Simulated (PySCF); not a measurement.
# C₂H₈ClPSi₂: NMR shielding calculation

C₂H₈ClPSi₂, computed with GIAO PBE0/def2-TZVP NMR shielding, non-relativistic, gas phase (PySCF 2.14.0).

The geometry comes from this level: PBE0-D3(BJ)/def2-SVP. Figures and captions count atoms from 1; the log counts them from 0 in places.

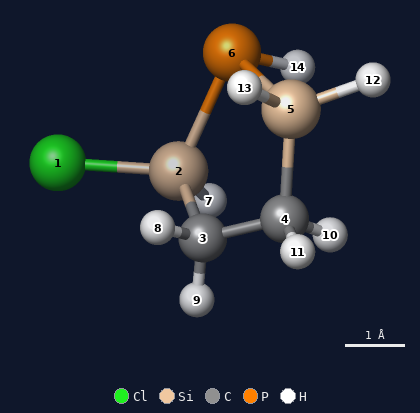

*The input geometry (ball-and-stick view, seen at a tilt; atoms are numbered from 1 in the order of the input).*

Bond lengths as drawn: Cl–Si 2.07 Å, C–C 1.53 Å, C–H 1.10 Å, C–Si 1.89 to 1.90 Å, H–P 1.43 Å, H–Si 1.49 to 1.50 Å and P–Si 2.27 to 2.28 Å.

### The input
```
{"job": {"kind": "nmr", "xc": "PBE0", "basis": "def2-TZVP", "pop": true}, "charge": 0, "multiplicity": 1}
Cl    -1.002404    -6.262772    -4.584584
Si    -1.000104    -4.783412    -3.130983
C     -2.433269    -3.593574    -3.451748
C     -2.131986    -2.227503    -2.823285
Si    -0.398617    -1.679184    -3.366873
P      0.900238    -3.545210    -3.227697
H     -1.106416    -5.468066    -1.809978
H     -2.530499    -3.506260    -4.548493
H     -3.379923    -4.028358    -3.089476
H     -2.138757    -2.294038    -1.720975
H     -2.890178    -1.473984    -3.095651
H      0.166556    -0.572340    -2.538324
H     -0.426844    -1.254637    -4.800151
H      0.981067    -3.475494    -1.800527
```

The first line tells a small driver script what to run in PySCF; the rest is the geometry in Å.

Run on 1 CPU thread, shared host.

### What the program printed
```
coarse grid: 13632 points
cycle   1  E = -1461.0651759994  dE =  3.506e-01  |g| = 4.094e-01  |ddm| = 2.844e+00
cycle   2  E = -1461.0526085174  dE =  1.257e-02  |g| = 4.615e-01  |ddm| = 7.504e-01
cycle   3  E = -1461.1056943779  dE = -5.309e-02  |g| = 5.380e-02  |ddm| = 4.066e-01
cycle   4  E = -1461.1063242010  dE = -6.298e-04  |g| = 2.538e-02  |ddm| = 7.256e-02
cycle   5  E = -1461.1064946574  dE = -1.705e-04  |g| = 5.275e-03  |ddm| = 2.830e-02
cycle   6  E = -1461.1065011506  dE = -6.493e-06  |g| = 2.223e-03  |ddm| = 6.608e-03
final grid: 112920 points
cycle   7  E = -1461.1019196745  dE = -3.795e-05  |g| = 6.678e-03  |ddm| = 3.906e-02
cycle   8  E = -1461.1019131033  dE =  6.571e-06  |g| = 8.008e-03  |ddm| = 1.124e-02
cycle   9  E = -1461.1019295299  dE = -1.643e-05  |g| = 7.061e-04  |ddm| = 6.735e-03
cycle  10  E = -1461.1019296579  dE = -1.280e-07  |g| = 2.140e-04  |ddm| = 7.641e-04
cycle  11  E = -1461.1019296706  dE = -1.267e-08  |g| = 5.760e-05  |ddm| = 2.300e-04
cycle  12  E = -1461.1019296714  dE = -8.326e-10  |g| = 1.731e-05  |ddm| = 6.025e-05
```

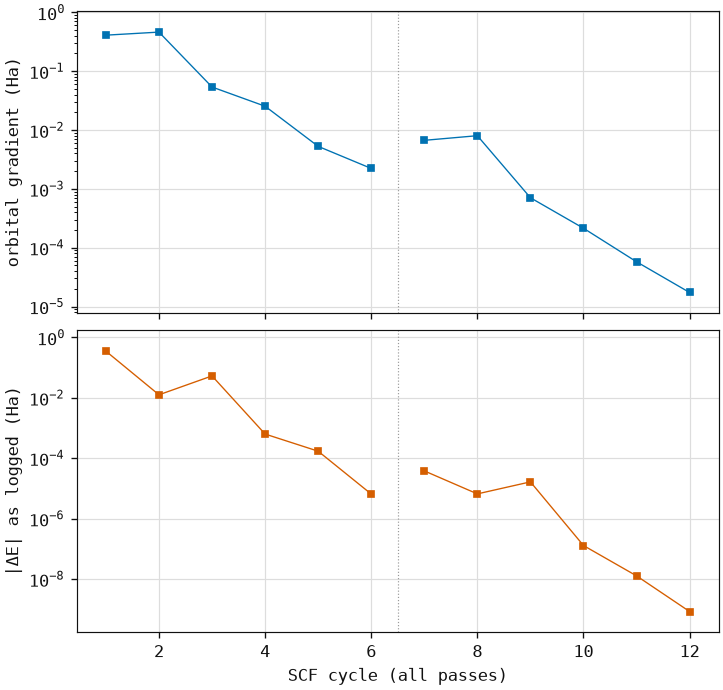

*Convergence of the self-consistent field: orbital gradient and size of the energy change against the SCF cycle. The dotted line marks the change from a coarse to the final integration grid.*

The first 6 cycles use a coarse grid, the final grid takes over at cycle 7, and the field converges after 12 cycles in all.

```
converged SCF energy = -1461.1019296714

GIAO shielding tensors (ppm)
atom      isotropic    diamagn.    paramagn.     s11        s22        s33       span
  0 Cl     923.615    1141.809    -218.194    878.139    912.828    979.877    101.737
  1 Si     293.333     873.611    -580.278    204.676    324.256    351.066    146.390
  2 C      167.550     234.578     -67.028    151.115    168.875    182.661     31.546
  3 C      175.051     252.688     -77.637    163.819    175.502    185.833     22.014
  4 Si     355.909     881.731    -525.822    278.954    371.595    417.179    138.226
  5 P      612.732     965.786    -353.054    552.289    611.851    674.056    121.767
  6 H       25.363      27.625      -2.262     21.525     24.246     30.319      8.794
  7 H       30.645      23.694       6.951     26.390     29.546     35.999      9.610
  8 H       29.578      23.779       5.800     24.391     28.343     36.001     11.610
  9 H       30.888      36.519      -5.631     26.734     28.118     37.811     11.077
 10 H       29.974      32.644      -2.670     24.690     27.431     37.800     13.110
 11 H       26.417      32.756      -6.339     22.682     24.195     32.375      9.693
 12 H       26.981      30.615      -3.633     23.295     24.823     32.826      9.531
 13 H       30.579      34.486      -3.907     25.519     26.527     39.690     14.171
```

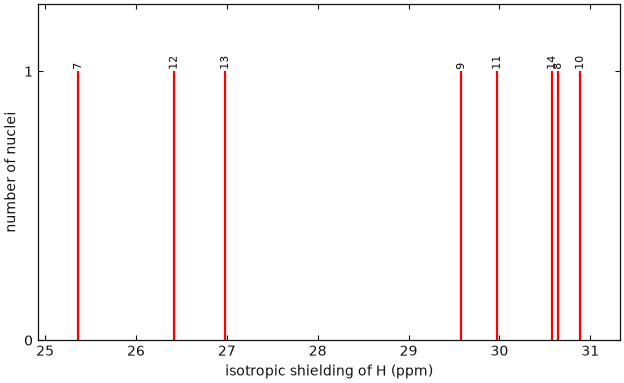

*Isotropic shieldings of the hydrogen nuclei in this fixed geometry, labelled by atom number; shielding grows to the right, so chemical shift grows to the left.*

The least shielded is H7 (25.4 ppm), the most shielded H10 (30.9 ppm).

### Key numbers

```json
{"quantity": "outcome", "value": "converged"}
{"quantity": "total energy", "value": "−1461.101930 hartree"}
{"quantity": "HOMO", "value": "−7.52 eV"}
{"quantity": "LUMO", "value": "−0.42 eV"}
{"quantity": "dipole moment", "value": "2.68 D"}
{"quantity": "isotropic shielding, Cl", "value": "923.6 ppm"}
{"quantity": "isotropic shielding, Si", "value": "293.3 to 355.9 ppm"}
{"quantity": "isotropic shielding, C", "value": "167.6 to 175.1 ppm"}
{"quantity": "isotropic shielding, P", "value": "612.7 ppm"}
{"quantity": "isotropic shielding, H", "value": "25.4 to 30.9 ppm"}
{"quantity": "wall time", "value": "40 s"}
{"quantity": "peak memory", "value": "1 GiB"}
```
